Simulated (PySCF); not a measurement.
# CH₅FOSi: spin-spin couplings and electronic excitations at several levels of theory, part 2 of 2

PySCF 2.14.0. Atoms count from 0. The steps go on from the part before.

## Step 7: Excited states and response: LDA/def2-SVPD

What the job is given:

```
{"job": {"kind": "uv", "xc": "LDA", "basis": "def2-SVPD", "ip": true}, "charge": 0, "multiplicity": 1}
C     -1.403256    -0.061069    -0.665947
O     -0.151863     0.572251    -0.690250
Si     1.226380     0.007352     0.003072
F      1.775034    -1.286586    -0.807357
H     -2.178911     0.677316    -0.917453
H     -1.638263    -0.479838     0.330029
H     -1.452791    -0.879370    -1.404082
H      2.233989     1.086617    -0.095603
H      0.964890    -0.449793     1.396318
```

Method: TDDFT LDA/def2-SVPD, vertical, gas phase, core orbitals frozen in the response.

The log of the run:

```text
coarse grid: 7984 points
cycle   1  E = -502.6166946152  dE =  2.521e-01  |g| = 7.921e-01  |ddm| = 3.730e+00
cycle   2  E = -502.0014958977  dE =  6.152e-01  |g| = 1.938e+00  |ddm| = 2.199e+00
cycle   3  E = -502.7319695827  dE = -7.305e-01  |g| = 1.552e-01  |ddm| = 1.598e+00
cycle   4  E = -502.7338834649  dE = -1.914e-03  |g| = 1.352e-01  |ddm| = 2.450e-01
cycle   5  E = -502.7368866785  dE = -3.003e-03  |g| = 2.054e-02  |ddm| = 1.262e-01
cycle   6  E = -502.7369675673  dE = -8.089e-05  |g| = 6.274e-03  |ddm| = 2.964e-02
cycle   7  E = -502.7369774137  dE = -9.846e-06  |g| = 1.197e-03  |ddm| = 6.171e-03
final grid: 72808 points
cycle   8  E = -502.7983682616  dE = -1.653e-05  |g| = 3.895e-03  |ddm| = 4.062e-02
cycle   9  E = -502.7983606764  dE =  7.585e-06  |g| = 7.429e-03  |ddm| = 8.690e-03
cycle  10  E = -502.7983711472  dE = -1.047e-05  |g| = 1.058e-03  |ddm| = 5.988e-03
cycle  11  E = -502.7983713823  dE = -2.351e-07  |g| = 1.579e-04  |ddm| = 1.057e-03
cycle  12  E = -502.7983713882  dE = -5.868e-09  |g| = 2.124e-05  |ddm| = 1.931e-04
cycle  13  E = -502.7983713883  dE = -1.008e-10  |g| = 6.974e-06  |ddm| = 4.108e-05
converged SCF energy = -502.7983713883

Static polarisability (au): isotropic 45.742, principal 41.396 43.090 52.739

Singlet excitations
state   eV       nm        f      main configurations
  1   6.9177    179.2   0.00174   H->L+1 0.52, H->L 0.47
  2   7.0116    176.8   0.02508   H->L 0.45, H->L+1 0.43, H-1->L 0.10
  3   7.2673    170.6   0.02127   H-1->L 0.71, H-1->L+1 0.20
  4   7.2736    170.5   0.01294   H-1->L+1 0.78, H-1->L 0.16
  5   7.6653    161.7   0.02537   H->L+2 0.98
  6   8.0119    154.8   0.01818   H-1->L+2 0.74, H-2->L 0.21
  7   8.0461    154.1   0.00505   H-2->L 0.76, H-1->L+2 0.18
  8   8.0956    153.2   0.00591   H-2->L+1 0.56, H->L+3 0.42
  9   8.1189    152.7   0.02362   H->L+3 0.49, H-2->L+1 0.40
 10   8.4529    146.7   0.01083   H-1->L+3 0.77, H->L+4 0.20

Triplet excitations (Tamm-Dancoff, eV): 6.6563 6.7091 7.0117 7.0517
Vertical ionisation energy (delta-SCF) = 11.1731 eV
```

Wall time 32 s (1 thread of Arm Neoverse V2, shared host); peak memory 0.48 GiB.

This run: HOMO -7.34 eV, LUMO -0.54 eV; lowest singlet 6.92 eV.

## Step 8: TDDFT and polarisability: PBE/def2-SVPD

Same as in step 7 but for these lines:

```diff
@@ -1,2 +1,2 @@
-{"job": {"kind": "uv", "xc": "LDA", "basis": "def2-SVPD", "ip": true}, "charge": 0, "multiplicity": 1}
+{"job": {"kind": "uv", "xc": "PBE", "basis": "def2-SVPD", "ip": true}, "charge": 0, "multiplicity": 1}
 C     -1.403256    -0.061069    -0.665947
```

Method: TDDFT PBE/def2-SVPD, vertical, gas phase, core orbitals frozen in the response.

The log of the run:

```text
coarse grid: 7984 points
cycle   1  E = -504.9132995089  dE =  2.536e-01  |g| = 8.130e-01  |ddm| = 3.717e+00
cycle   2  E = -504.3190097395  dE =  5.943e-01  |g| = 1.920e+00  |ddm| = 2.173e+00
cycle   3  E = -505.0337675487  dE = -7.148e-01  |g| = 1.456e-01  |ddm| = 1.580e+00
cycle   4  E = -505.0355676042  dE = -1.800e-03  |g| = 1.281e-01  |ddm| = 2.382e-01
cycle   5  E = -505.0383164991  dE = -2.749e-03  |g| = 2.050e-02  |ddm| = 1.232e-01
cycle   6  E = -505.0384015665  dE = -8.507e-05  |g| = 5.055e-03  |ddm| = 3.073e-02
cycle   7  E = -505.0384079845  dE = -6.418e-06  |g| = 1.095e-03  |ddm| = 5.697e-03
final grid: 72808 points
cycle   8  E = -505.1302389079  dE =  4.580e-06  |g| = 1.430e-02  |ddm| = 5.798e-02
cycle   9  E = -505.1301237133  dE =  1.152e-04  |g| = 2.859e-02  |ddm| = 3.137e-02
cycle  10  E = -505.1302764510  dE = -1.527e-04  |g| = 3.121e-03  |ddm| = 2.208e-02
cycle  11  E = -505.1302787488  dE = -2.298e-06  |g| = 2.708e-04  |ddm| = 2.890e-03
cycle  12  E = -505.1302787631  dE = -1.434e-08  |g| = 1.331e-04  |ddm| = 4.500e-04
cycle  13  E = -505.1302787659  dE = -2.821e-09  |g| = 2.939e-05  |ddm| = 1.372e-04
cycle  14  E = -505.1302787661  dE = -1.820e-10  |g| = 4.068e-06  |ddm| = 4.341e-05
converged SCF energy = -505.1302787661

Static polarisability (au): isotropic 45.039, principal 40.847 42.332 51.938

Singlet excitations
state   eV       nm        f      main configurations
  1   6.9970    177.2   0.00266   H->L 0.60, H->L+1 0.39
  2   7.1036    174.5   0.02702   H->L+1 0.56, H->L 0.33, H-1->L 0.09
  3   7.3454    168.8   0.02658   H-1->L 0.90
  4   7.3997    167.6   0.00216   H-1->L+1 0.98
  5   7.6160    162.8   0.02184   H->L+2 0.97
  6   7.9898    155.2   0.01054   H-1->L+2 0.85, H->L+3 0.13
  7   8.0436    154.1   0.02332   H->L+3 0.85, H-1->L+2 0.11
  8   8.1594    152.0   0.00979   H-2->L 0.96
  9   8.2584    150.1   0.00363   H-2->L+1 0.96
 10   8.4133    147.4   0.00765   H-1->L+3 0.74, H->L+4 0.24

Triplet excitations (Tamm-Dancoff, eV): 6.7009 6.7862 7.0873 7.1511
Vertical ionisation energy (delta-SCF) = 10.6751 eV
```

Run time: 47 s. Hardware: 1 thread of Arm Neoverse V2, shared host; peak memory 0.49 GiB.

This run: HOMO -7.23 eV, LUMO -0.35 eV; lowest singlet 7.00 eV.

## Step 9: TDDFT and polarisability: B3LYP/def2-SVPD

Same as in step 8 but for these lines:

```diff
@@ -1,2 +1,2 @@
-{"job": {"kind": "uv", "xc": "PBE", "basis": "def2-SVPD", "ip": true}, "charge": 0, "multiplicity": 1}
+{"job": {"kind": "uv", "xc": "B3LYP", "basis": "def2-SVPD", "ip": true}, "charge": 0, "multiplicity": 1}
 C     -1.403256    -0.061069    -0.665947
```

Method: TDDFT B3LYP/def2-SVPD, vertical, gas phase, core orbitals frozen in the response.

The log of the run:

```text
coarse grid: 7984 points
cycle   1  E = -505.3578408091  dE =  2.321e-01  |g| = 7.878e-01  |ddm| = 3.695e+00
cycle   2  E = -505.1084507551  dE =  2.494e-01  |g| = 1.406e+00  |ddm| = 1.804e+00
cycle   3  E = -505.4693144872  dE = -3.609e-01  |g| = 7.396e-02  |ddm| = 1.100e+00
cycle   4  E = -505.4698281238  dE = -5.136e-04  |g| = 6.002e-02  |ddm| = 1.174e-01
cycle   5  E = -505.4704291973  dE = -6.011e-04  |g| = 9.065e-03  |ddm| = 5.198e-02
cycle   6  E = -505.4704441697  dE = -1.497e-05  |g| = 1.197e-03  |ddm| = 1.334e-02
cycle   7  E = -505.4704445340  dE = -3.643e-07  |g| = 3.152e-04  |ddm| = 2.227e-03
final grid: 72808 points
cycle   8  E = -505.5423949591  dE = -1.345e-05  |g| = 3.705e-03  |ddm| = 4.180e-02
cycle   9  E = -505.5423929458  dE =  2.013e-06  |g| = 4.961e-03  |ddm| = 7.938e-03
cycle  10  E = -505.5423979307  dE = -4.985e-06  |g| = 5.829e-04  |ddm| = 4.098e-03
cycle  11  E = -505.5423980010  dE = -7.029e-08  |g| = 1.037e-04  |ddm| = 6.000e-04
cycle  12  E = -505.5423980030  dE = -2.027e-09  |g| = 3.901e-05  |ddm| = 1.419e-04
cycle  13  E = -505.5423980033  dE = -2.257e-10  |g| = 1.677e-05  |ddm| = 5.256e-05
converged SCF energy = -505.5423980033

Static polarisability (au): isotropic 43.139, principal 39.206 40.842 49.369

Singlet excitations
state   eV       nm        f      main configurations
  1   7.6660    161.7   0.00203   H->L 0.80, H->L+1 0.18
  2   7.8329    158.3   0.02159   H->L+1 0.68, H-1->L 0.14, H->L 0.14
  3   8.0501    154.0   0.01953   H-1->L 0.63, H-1->L+1 0.26
  4   8.1286    152.5   0.02053   H-1->L+1 0.69, H-1->L 0.20
  5   8.3103    149.2   0.03008   H->L+2 0.94
  6   8.6920    142.6   0.02329   H-1->L+2 0.89
  7   8.7935    141.0   0.01339   H->L+3 0.60, H-2->L 0.30
  8   8.8356    140.3   0.01792   H-2->L 0.36, H->L+3 0.35, H-2->L+1 0.25
  9   8.9583    138.4   0.03129   H-2->L+1 0.62, H-2->L 0.26
 10   9.1484    135.5   0.00373   H-1->L+3 0.61, H->L+4 0.31

Triplet excitations (Tamm-Dancoff, eV): 7.4060 7.4413 7.7406 7.7969
Vertical ionisation energy (delta-SCF) = 11.0979 eV
```

Run time: 44 s. Hardware: 1 thread of Arm Neoverse V2, shared host; peak memory 0.59 GiB.

In short: HOMO -8.55 eV, LUMO 0.18 eV; lowest singlet 7.67 eV.

## Step 10: Ultraviolet spectrum: PBE0/def2-SVPD

Same as in step 9 but for these lines:

```diff
@@ -1,2 +1,2 @@
-{"job": {"kind": "uv", "xc": "B3LYP", "basis": "def2-SVPD", "ip": true}, "charge": 0, "multiplicity": 1}
+{"job": {"kind": "uv", "xc": "PBE0", "basis": "def2-SVPD", "ip": true}, "charge": 0, "multiplicity": 1}
 C     -1.403256    -0.061069    -0.665947
```

Method: TDDFT PBE0/def2-SVPD, vertical, gas phase, core orbitals frozen in the response.

The log of the run:

```text
coarse grid: 7984 points
cycle   1  E = -505.0050146604  dE =  2.164e-01  |g| = 7.163e-01  |ddm| = 3.540e+00
cycle   2  E = -504.8531226839  dE =  1.519e-01  |g| = 1.161e+00  |ddm| = 1.622e+00
cycle   3  E = -505.0981736639  dE = -2.451e-01  |g| = 5.606e-02  |ddm| = 9.306e-01
cycle   4  E = -505.0984948744  dE = -3.212e-04  |g| = 4.233e-02  |ddm| = 8.645e-02
cycle   5  E = -505.0987977377  dE = -3.029e-04  |g| = 7.016e-03  |ddm| = 3.867e-02
cycle   6  E = -505.0988064973  dE = -8.760e-06  |g| = 7.599e-04  |ddm| = 1.049e-02
final grid: 72808 points
cycle   7  E = -505.1677647674  dE = -8.716e-06  |g| = 7.493e-03  |ddm| = 4.103e-02
cycle   8  E = -505.1677523621  dE =  1.241e-05  |g| = 1.116e-02  |ddm| = 1.472e-02
cycle   9  E = -505.1677753279  dE = -2.297e-05  |g| = 9.716e-04  |ddm| = 8.658e-03
cycle  10  E = -505.1677755485  dE = -2.205e-07  |g| = 8.889e-05  |ddm| = 9.663e-04
cycle  11  E = -505.1677755500  dE = -1.553e-09  |g| = 3.838e-05  |ddm| = 1.558e-04
cycle  12  E = -505.1677755502  dE = -2.184e-10  |g| = 1.685e-05  |ddm| = 5.525e-05
converged SCF energy = -505.1677755502

Static polarisability (au): isotropic 42.722, principal 38.854 40.369 48.943

Singlet excitations
state   eV       nm        f      main configurations
  1   7.8612    157.7   0.00213   H->L 0.71, H->L+1 0.25
  2   8.0061    154.9   0.02058   H->L+1 0.61, H->L 0.19, H-1->L 0.14
  3   8.2379    150.5   0.00923   H-1->L+1 0.55, H-1->L 0.37
  4   8.3211    149.0   0.03607   H-1->L 0.45, H-1->L+1 0.38, H->L+1 0.10
  5   8.5656    144.7   0.03398   H->L+2 0.92
  6   8.9329    138.8   0.01950   H-1->L+2 0.79
  7   8.9796    138.1   0.01325   H-2->L 0.59, H-2->L+1 0.34
  8   9.0943    136.3   0.04705   H->L+3 0.49, H-2->L+1 0.34, H-2->L 0.08
  9   9.1479    135.5   0.02042   H->L+3 0.41, H-2->L+1 0.20, H-2->L 0.19
 10   9.4169    131.7   0.00357   H-1->L+3 0.58, H->L+4 0.30, H-2->L+2 0.09

Triplet excitations (Tamm-Dancoff, eV): 7.5312 7.5545 7.8558 7.8951
Vertical ionisation energy (delta-SCF) = 11.0876 eV
```

Run time: 46 s. Hardware: 1 thread of Arm Neoverse V2, shared host; peak memory 0.59 GiB.

In short: HOMO -8.79 eV, LUMO 0.45 eV; lowest singlet 7.86 eV.

## Step 11: Excited states and response: BHandHLYP/def2-SVPD

Same as in step 10 but for these lines:

```diff
@@ -1,2 +1,2 @@
-{"job": {"kind": "uv", "xc": "PBE0", "basis": "def2-SVPD", "ip": true}, "charge": 0, "multiplicity": 1}
+{"job": {"kind": "uv", "xc": "BHandHLYP", "basis": "def2-SVPD", "ip": true}, "charge": 0, "multiplicity": 1}
 C     -1.403256    -0.061069    -0.665947
```

Level: TDDFT BHandHLYP/def2-SVPD, vertical, gas phase, core orbitals frozen in the response.

The log of the run:

```text
coarse grid: 7984 points
cycle   1  E = -505.2822465743  dE =  2.003e-01  |g| = 6.979e-01  |ddm| = 3.510e+00
cycle   2  E = -505.2532517921  dE =  2.899e-02  |g| = 8.266e-01  |ddm| = 1.412e+00
cycle   3  E = -505.3723492191  dE = -1.191e-01  |g| = 4.153e-02  |ddm| = 6.372e-01
cycle   4  E = -505.3726409563  dE = -2.917e-04  |g| = 2.201e-02  |ddm| = 6.885e-02
cycle   5  E = -505.3727235359  dE = -8.258e-05  |g| = 6.868e-03  |ddm| = 2.467e-02
cycle   6  E = -505.3727316650  dE = -8.129e-06  |g| = 7.915e-04  |ddm| = 8.825e-03
final grid: 72808 points
cycle   7  E = -505.4193220347  dE = -6.839e-06  |g| = 1.795e-03  |ddm| = 2.622e-02
cycle   8  E = -505.4193223197  dE = -2.850e-07  |g| = 1.478e-03  |ddm| = 4.435e-03
cycle   9  E = -505.4193228013  dE = -4.816e-07  |g| = 1.621e-04  |ddm| = 1.450e-03
cycle  10  E = -505.4193228052  dE = -3.891e-09  |g| = 8.931e-05  |ddm| = 2.406e-04
cycle  11  E = -505.4193228068  dE = -1.625e-09  |g| = 1.372e-05  |ddm| = 8.581e-05
cycle  12  E = -505.4193228068  dE = -4.411e-11  |g| = 3.276e-06  |ddm| = 2.287e-05
converged SCF energy = -505.4193228068

Static polarisability (au): isotropic 40.966, principal 37.326 38.967 46.605

Singlet excitations
state   eV       nm        f      main configurations
  1   8.5515    145.0   0.00480   H->L 0.66, H->L+2 0.14, H->L+1 0.12
  2   8.7011    142.5   0.01288   H->L+1 0.54, H-1->L+1 0.17, H->L 0.08
  3   8.8955    139.4   0.00913   H-1->L 0.49, H-1->L+1 0.26, H-1->L+2 0.12
  4   9.1353    135.7   0.04929   H-1->L+1 0.38, H-1->L 0.20, H->L+1 0.19
  5   9.2709    133.7   0.04564   H->L+2 0.57, H->L 0.12, H->L+3 0.10
  6   9.5610    129.7   0.02484   H-1->L+2 0.40, H-2->L 0.18, H-1->L+3 0.10
  7   9.7168    127.6   0.05329   H-2->L 0.41, H-2->L+1 0.19, H->L+3 0.13
  8   9.7660    127.0   0.07350   H-2->L+1 0.53, H->L+3 0.11
  9   9.9132    125.1   0.02310   H->L+3 0.29, H-2->L+2 0.23, H-1->L+3 0.11
 10  10.1378    122.3   0.03043   H-1->L+3 0.42, H-2->L+2 0.12, H-1->L+2 0.12

Triplet excitations (Tamm-Dancoff, eV): 8.1482 8.1942 8.4630 8.6179
Vertical ionisation energy (delta-SCF) = 11.2324 eV
```

It took 39 s on 1 thread of Arm Neoverse V2, shared host; peak memory 0.59 GiB.

This run: HOMO -10.31 eV, LUMO 1.03 eV; lowest singlet 8.55 eV.

## Step 12: Ultraviolet spectrum: CAM-B3LYP/def2-SVPD

Same as in step 11 but for these lines:

```diff
@@ -1,2 +1,2 @@
-{"job": {"kind": "uv", "xc": "BHandHLYP", "basis": "def2-SVPD", "ip": true}, "charge": 0, "multiplicity": 1}
+{"job": {"kind": "uv", "xc": "CAM-B3LYP", "basis": "def2-SVPD", "ip": true}, "charge": 0, "multiplicity": 1}
 C     -1.403256    -0.061069    -0.665947
```

Level: TDDFT CAM-B3LYP/def2-SVPD, vertical, gas phase, core orbitals frozen in the response.

The log of the run:

```text
coarse grid: 7984 points
cycle   1  E = -505.2778832827  dE =  2.228e-01  |g| = 7.541e-01  |ddm| = 3.541e+00
cycle   2  E = -505.2043189685  dE =  7.356e-02  |g| = 1.021e+00  |ddm| = 1.535e+00
cycle   3  E = -505.3825594608  dE = -1.782e-01  |g| = 4.077e-02  |ddm| = 7.326e-01
cycle   4  E = -505.3828361763  dE = -2.767e-04  |g| = 2.333e-02  |ddm| = 7.650e-02
cycle   5  E = -505.3829230614  dE = -8.689e-05  |g| = 9.156e-03  |ddm| = 2.625e-02
cycle   6  E = -505.3829370536  dE = -1.399e-05  |g| = 9.740e-04  |ddm| = 1.042e-02
cycle   7  E = -505.3829372668  dE = -2.132e-07  |g| = 2.891e-04  |ddm| = 1.694e-03
final grid: 72808 points
cycle   8  E = -505.4557487545  dE = -1.136e-05  |g| = 1.952e-03  |ddm| = 2.360e-02
cycle   9  E = -505.4557487691  dE = -1.456e-08  |g| = 2.064e-03  |ddm| = 4.596e-03
cycle  10  E = -505.4557495479  dE = -7.789e-07  |g| = 2.419e-04  |ddm| = 1.667e-03
cycle  11  E = -505.4557495576  dE = -9.676e-09  |g| = 1.031e-04  |ddm| = 3.271e-04
cycle  12  E = -505.4557495599  dE = -2.319e-09  |g| = 1.789e-05  |ddm| = 1.169e-04
cycle  13  E = -505.4557495600  dE = -5.048e-11  |g| = 8.171e-06  |ddm| = 2.282e-05
converged SCF energy = -505.4557495600

Static polarisability (au): isotropic 42.554, principal 38.840 40.398 48.425

Singlet excitations
state   eV       nm        f      main configurations
  1   8.0463    154.1   0.00232   H->L 0.72, H->L+2 0.11, H->L+1 0.11
  2   8.2418    150.4   0.01279   H->L+1 0.55, H-1->L+1 0.14, H-1->L 0.11
  3   8.4135    147.4   0.00843   H-1->L 0.51, H-1->L+1 0.28, H-1->L+2 0.10
  4   8.6499    143.3   0.04558   H-1->L+1 0.42, H->L+1 0.22, H-1->L 0.19
  5   8.8250    140.5   0.03526   H->L+2 0.61, H->L+3 0.14, H->L 0.11
  6   9.1101    136.1   0.01911   H-1->L+2 0.46, H-2->L 0.13, H-2->L+1 0.10
  7   9.2402    134.2   0.02236   H-2->L+1 0.39, H-2->L 0.37
  8   9.3594    132.5   0.09599   H-2->L+1 0.30, H->L+3 0.20, H-2->L 0.12
  9   9.4770    130.8   0.01860   H->L+3 0.30, H-2->L+2 0.23, H-1->L+3 0.13
 10   9.6973    127.9   0.03186   H-1->L+3 0.44, H-2->L+2 0.13, H->L+3 0.12

Triplet excitations (Tamm-Dancoff, eV): 7.7204 7.7948 8.0459 8.1641
Vertical ionisation energy (delta-SCF) = 11.2952 eV
```

It took 52 s on 1 thread of Arm Neoverse V2, shared host; peak memory 0.62 GiB.

In short: HOMO -10.25 eV, LUMO 1.17 eV; lowest singlet 8.05 eV.

## Step 13: Comparing the runs: spin-spin couplings

Couplings (Hz), each a mean over the pairs like the one named, with basis size and wall time:

```csv
run,Si2–F3,Si2–H7,C0–H4,F3–H7,O1–Si2,H7–H8,C0–O1,functions,time
B3LYP/def2-TZVP,391.4,-227.1,140.5,53.1,-31.9,30.2,19.9,160,17 s
B3LYP/cc-pVTZ,361.7,-212.7,132.1,48.3,-25.9,29.4,19.5,194,21 s
B3LYP/6-31G*,283.6,-230.6,151.9,51.1,-16.1,31.0,6.4,70,5.6 s
```

## Step 14: Side by side: electronic excitations

Excitations and ground-state properties, with basis size and wall time:

```csv
run,lowest singlet (eV),brightest (eV),f,gap (eV),α (Å³),μ (D),functions,time
HF/def2-SVPD,9.68,11.67,0.156,15.22,5.73,1.78,130,8.8 s
LDA/def2-SVPD,6.92,7.67,0.025,6.79,6.78,1.63,130,32 s
PBE/def2-SVPD,7.00,7.10,0.027,6.88,6.67,1.57,130,47 s
B3LYP/def2-SVPD,7.67,8.96,0.031,8.73,6.39,1.65,130,44 s
PBE0/def2-SVPD,7.86,9.09,0.047,9.25,6.33,1.64,130,46 s
BHandHLYP/def2-SVPD,8.55,9.77,0.073,11.34,6.07,1.72,130,39 s
CAM-B3LYP/def2-SVPD,8.05,9.36,0.096,11.43,6.31,1.69,130,52 s
```

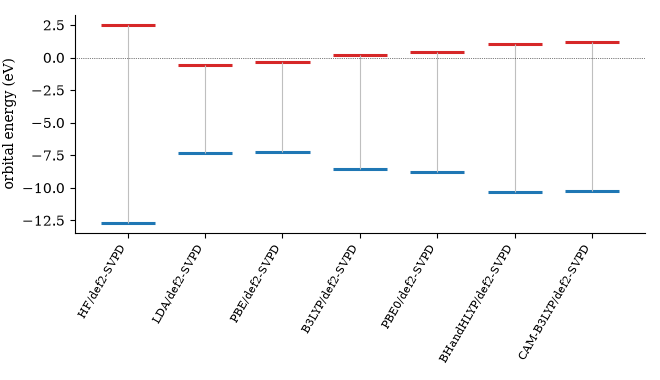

HOMO (blue) and LUMO (red) run by run.

## Step 15: Summary of results

The summary covers parts 1 to 2.

| quantity | value |
| --- | --- |
| point group | C1 |
| rotational constants (main isotopes) | 12.77, 3.75, 3.22 GHz |
| largest coupling of the table (B3LYP/def2-TZVP) | ¹J(Si,F) Si2–F3, 391.4 Hz |
| lowest singlet (HF/def2-SVPD) | 9.68 eV (128 nm), f = 0.005 |
| brightest single state of those computed | state 10, 11.67 eV, f = 0.156 |
| lowest triplet | 8.71 eV |
| vertical ionisation energy (ΔSCF) | 10.32 eV |
| range of J(Si2,F3), mean over like pairs | 283.6 to 391.4 Hz |
| range of the lowest singlet | 6.92 to 9.68 eV |

**Reading.** Single values in the summary come from the first run of each kind that ended normally (B3LYP/def2-TZVP; HF/def2-SVPD), which need not be the best level. Relaxing lowered the energy by 0.141 eV in 11 steps; the close pair that moved most is O1–Si2, from 1.592 to 1.643 Å. In the run at B3LYP/def2-TZVP, the largest coupling of the table is Si2–F3, 391.4 Hz, of which the Fermi-contact term gives 321.8 Hz. Couplings across rotatable bonds belong to this one conformer; where others are populated, the observed values are averages. The lowest singlet, at 9.68 eV, is HOMO→LUMO+2 0.23, HOMO→LUMO+1 0.19 and is weak; of the 10 states computed, the strongest absorption comes from state 10 at 11.67 eV (the last computed, so partners may be missing). The lowest triplet lies 0.97 eV below the lowest singlet (triplets in Tamm-Dancoff, singlets in full TDDFT). At HF/def2-SVPD, the highest states lie near or above the ionisation energy, where they hang on the basis. The orbital energy would give 12.72 eV for ionisation, ΔSCF gives 10.32 eV. The coupling Si2–F3, as a mean over pairs of its kind, runs from 283.6 Hz (B3LYP/6-31G*) to 391.4 Hz (B3LYP/def2-TZVP). Couplings from bases without tight functions are rough.
